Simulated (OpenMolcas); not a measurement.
# One shape, several levels: SnSiH4ClF (SMILES [F][SnH]([SiH3])[Cl])

Wanted: a comparison of 6 runs (HF/3-21G, HF/def2-SVP, BLYP/def2-SVP, M06-L/def2-SVP, PBE/def2-SVP, r2SCAN/def2-SVP) of SnSiH4ClF. 

Program for the calculation: OpenMolcas 26.06.

## 1. The structure to begin with

The species is SnSiH4ClF (8 atoms), meant as a singlet with charge 0. As SMILES, `[F][SnH]([SiH3])[Cl]`. The coordinates come from a PBE0-D4/def2-TZVP relaxation.

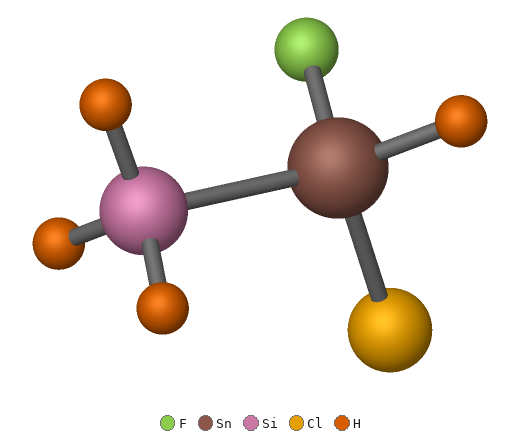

The structure, seen from a chosen angle (fluorine green, tin brown, silicon pink, chlorine amber, hydrogen orange).

## 2. Energy and gradient at HF/3-21G (run 1)

struct.xyz

```xyz
8

F     -2.164400     1.207300     0.065000
Sn    -0.491100     0.743900    -0.760400
Si     0.772400    -0.710700     0.928600
Cl    -1.103700    -0.588800    -2.566200
H      0.081000     2.212200    -1.406000
H      1.077500     0.107800     2.127500
H      2.025400    -1.174900     0.284900
H     -0.104900    -1.854000     1.270900
```

test.input

```
* ClFH4SiSn Hartree-Fock
&GATEWAY
BasLib=$CurrDir
Coord=struct.xyz
Basis=3-21G
Group=NoSym
&SEWARD
&SCF
Thresholds=1e-10 1e-07 1e-07 1e-05
PrOrbitals=1 2
&ALASKA
```

The basis set 3-21G is read from a file made from the Basis Set Exchange's data (not shown).

On the command line:

```console
$ export MOLCAS_MEM=1860
$ pymolcas test.input > test.log
```

What it wrote:

```text
--- Start Module: gateway ---
[...]
--- Stop Module: gateway /rc=_RC_ALL_IS_WELL_ ---
[...]
      Basis functions           74
[...]
--- Start Module: scf ---
[...]
       Convergence after  13 Iterations
[...]
::    Total SCF energy                              -6842.2759097084
[...]
      Total spin, S                                     0.0000000000
[...]
      Total electronic charge=   94.000000
      Total            charge=   -0.000000
[...]
      Dipole Moment (debye):
      Origin of the operator (angstrom)=   -0.5532    0.3446   -0.7354
                   X=  3.8597E+00               Y=  8.9694E-01               Z=  2.2528E+00           Total=  4.5581E+00
      Quadrupole Moment (debye*angstrom):
[...]
--- Stop Module: scf /rc=_RC_ALL_IS_WELL_ ---
[...]
--- Start Module: alaska ---
[...]
 *              Molecular gradients               *
 **************************************************
  Irreducible representation: a
 ------------------------------------------------------------------------------------------
                              X                       Y                       Z
 ------------------------------------------------------------------------------------------
  F1               -1.23546693838250E-02    2.82122823888820E-03    7.09133776147652E-03
  SN2               1.63084069080739E-02   -1.95642579399617E-02   -2.92772426674747E-02
  SI3              -5.77268636653372E-03    3.39746260107532E-03   -2.97540627239457E-03
  CL4               6.62697670338730E-03    1.67670732354459E-02    2.33744518445533E-02
  H5               -4.34629562560440E-03   -4.32376753220787E-03    2.73863508415939E-03
  H6               -2.09709902383448E-04    4.79055190526267E-04    6.63465917787320E-05
  H7                3.49344528197015E-04    3.48335666562116E-04   -8.93655546154948E-04
  H8               -6.01366861126884E-04    7.48705397084493E-05   -1.24466795688338E-04
[...]
--- Stop Module: alaska /rc=_RC_ALL_IS_WELL_ ---
[...]
```

Wall time 7.8 s (1 thread of Intel Xeon Platinum 8259CL at 2.50GHz (Skylake/Cascade Lake), shared host); peak memory 0.43 GiB.

## 3. Energy and forces at HF/def2-SVP (core potential) (run 2)

run.inp

```
* ClFH4SiSn Hartree-Fock
>>> EXPORT MOLCAS_PRINT=2

&GATEWAY
 BasLib=$CurrDir
 Coord
 8
 bohr
 F     -4.09012322     2.28146635     0.12283220
 Sn    -0.92804450     1.40576726    -1.43694775
 Si     1.45962446    -1.34302836     1.75479968
 Cl    -2.08569072    -1.11267074    -4.84941518
 H      0.15306782     4.18045213    -2.65695493
 H      2.03617990     0.20371248     4.02039233
 H      3.82745129    -2.22023922     0.53838297
 H     -0.19823227    -3.50355224     2.40165293
 Basis=def2-SVP
 Group=NoSym

&SEWARD

&SCF
 Thresholds=1e-10 1e-07 1e-07 1e-05
 PrOrbitals=1 2

&ALASKA
```

The basis set def2-SVP is read from a file made from the Basis Set Exchange's data (not shown).

On the command line:

```console
$ export MOLCAS_MEM=1860
$ pymolcas run.inp > run.log
```

What it wrote:

```text
--- Start Module: gateway ---
[...]
--- Stop Module: gateway /rc=_RC_ALL_IS_WELL_ ---
[...]
      Basis functions           96
[...]
--- Start Module: scf ---
[...]
       Convergence after  13 Iterations
[...]
::    Total SCF energy                              -1063.2948687597
[...]
      Total spin, S                                     0.0000000000
[...]
      Total electronic charge=   66.000000
      Total            charge=   -0.000000
[...]
      Dipole Moment (debye):
      Origin of the operator (angstrom)=   -0.5532    0.3446   -0.7354
                   X=  3.8553E+00               Y=  4.5893E-02               Z=  1.4859E+00           Total=  4.1320E+00
      Quadrupole Moment (debye*angstrom):
[...]
--- Stop Module: scf /rc=_RC_ALL_IS_WELL_ ---
[...]
--- Start Module: alaska ---
[...]
 *              Molecular gradients               *
 **************************************************
  Irreducible representation: a
 ------------------------------------------------------------------------------------------
                              X                       Y                       Z
 ------------------------------------------------------------------------------------------
  F1                1.94554008929870E-03   -7.02554913156739E-04   -7.88334718089700E-04
  SN2              -7.62046151709939E-04   -8.24696759130816E-03   -1.73640691884058E-03
  SI3              -3.47054331031948E-03    2.57479588709053E-03   -3.96601692866483E-03
  CL4               2.46694290757521E-03    5.03759293574291E-03    7.23076618885443E-03
  H5               -1.73722855817626E-04    1.32718719434699E-03   -9.79353512495784E-04
  H6                1.10665147069700E-04    1.58550237189470E-03    1.31447031958221E-03
  H7                1.35587578053098E-03   -1.96997963538559E-04   -1.32285828350298E-03
  H8               -1.47271160641127E-03   -1.37855792125929E-03    2.47733852956289E-04
[...]
--- Stop Module: alaska /rc=_RC_ALL_IS_WELL_ ---
[...]
```

Run time: 15 s. Hardware: 1 thread of Intel Xeon Platinum 8259CL at 2.50GHz (Skylake/Cascade Lake), shared host; peak memory 0.53 GiB.

Runs 3 to 5 aren't shown in full; the table further down has their settings and results.

## 4. Energy and forces at r2SCAN/def2-SVP (core potential) (run 6)

mol.input

```
* ClFH4SiSn Kohn-Sham DFT
&GATEWAY
BasLib=$CurrDir
Coord
8
angstrom
F       -2.164400       1.207300       0.065000
Sn      -0.491100       0.743900      -0.760400
Si       0.772400      -0.710700       0.928600
Cl      -1.103700      -0.588800      -2.566200
H        0.081000       2.212200      -1.406000
H        1.077500       0.107800       2.127500
H        2.025400      -1.174900       0.284900
H       -0.104900      -1.854000       1.270900
Basis=def2-SVP
Group=NoSym
&SEWARD
GridInput
Grid=UltraFine
End of Grid
&SCF
KSDFT=2
1.0 MGGA_X_R2SCAN
1.0 MGGA_C_R2SCAN
Thresholds=1e-10 1e-07 1e-07 1e-05
PrOrbitals=1 2
&ALASKA
```

The basis set def2-SVP is read from a file made from the Basis Set Exchange's data (not shown).

On the command line:

```console
$ export MOLCAS_MEM=1860
$ pymolcas mol.input > mol.log
```

What it wrote:

```text
--- Start Module: gateway ---
[...]
--- Stop Module: gateway /rc=_RC_ALL_IS_WELL_ ---
[...]
      Basis functions           96
[...]
--- Start Module: scf ---
[...]
       Convergence after  18 Iterations
[...]
::    Total KS-DFT energy                           -1065.9637538105
[...]
      Total spin, S                                     0.0000000000
[...]
      Total electronic charge=   66.000000
      Total            charge=   -0.000000
[...]
      Dipole Moment (debye):
      Origin of the operator (angstrom)=   -0.5532    0.3446   -0.7354
                   X=  3.3045E+00               Y=  6.0495E-02               Z=  1.4444E+00           Total=  3.6068E+00
      Quadrupole Moment (debye*angstrom):
[...]
--- Stop Module: scf /rc=_RC_ALL_IS_WELL_ ---
[...]
--- Start Module: alaska ---
[...]
 *              Molecular gradients               *
 **************************************************
  Irreducible representation: a
 ------------------------------------------------------------------------------------------
                              X                       Y                       Z
 ------------------------------------------------------------------------------------------
  F1                1.02928409447429E-02   -2.87296653046187E-03   -4.87067771992500E-03
  SN2              -1.05822484925042E-02   -1.76563924383899E-03   -2.94239323702661E-03
  SI3               5.35535903591011E-04   -1.18964238756369E-03    1.51206563386630E-03
  CL4               2.49079409510422E-03    5.77291305345717E-03    7.62858078150330E-03
  H5               -1.04823429375922E-03   -2.18233468310469E-03    1.06262423604830E-03
  H6               -6.78615212575062E-04   -1.15794767734068E-03   -2.40023153044167E-03
  H7               -2.43347045096876E-03    1.18339494379938E-03    8.13432324050734E-04
  H8                1.42339750651654E-03    2.21222252489817E-03   -8.03400488154971E-04
[...]
--- Stop Module: alaska /rc=_RC_ALL_IS_WELL_ ---
[...]
```

Wall time 62 s (1 thread of Intel Xeon Platinum 8259CL at 2.50GHz (Skylake/Cascade Lake), shared host); peak memory 0.53 GiB.

## 5. The series

```
run                             level  integration grid   energy (Eh)  dipole moment (D)  HOMO energy (eV)  LUMO energy (eV)  wall time
  1                          HF/3-21G                 –  -6842.275910               4.56            -11.25              1.94      7.8 s
  2      HF/def2-SVP (core potential)                 –  -1063.294869               4.13            -11.14              2.16       15 s
  3    BLYP/def2-SVP (core potential)         UltraFine  -1065.894193               3.35             -6.81             -1.74       48 s
  4   M06-L/def2-SVP (core potential)         UltraFine  -1066.138507               3.64             -7.37             -1.52       60 s
  5     PBE/def2-SVP (core potential)         UltraFine  -1065.532815               3.37             -7.02             -1.87       48 s
  6  r2SCAN/def2-SVP (core potential)         UltraFine  -1065.963754               3.61             -7.41             -1.68       62 s
```

## 6. Results

```
                       quantity           value
            run 6: total energy  -1065.96375 Eh
           run 6: dipole moment          3.61 D
             run 6: HOMO energy        -7.41 eV
             run 6: LUMO energy        -1.68 eV
           run 6: HOMO–LUMO gap         5.73 eV
run 6: largest force on an atom      0.604 eV/Å
```

**Reading.** The dipole moment (its size) runs from 3.35 D (BLYP/def2-SVP) to 4.56 D (HF/3-21G). The two ends differ in method and basis and core potential. The HOMO–LUMO gap runs from 5.07 eV (BLYP/def2-SVP) to 13.30 eV (HF/def2-SVP). Exact exchange widens orbital gaps. Totals of different functionals can't be ranked against each other. Some runs of one species differ in core potentials or relativity; totals across that change don't compare. In run 1 relativity is left out where basis or elements ask for it. All runs together took 4 min, the longest 62 s.
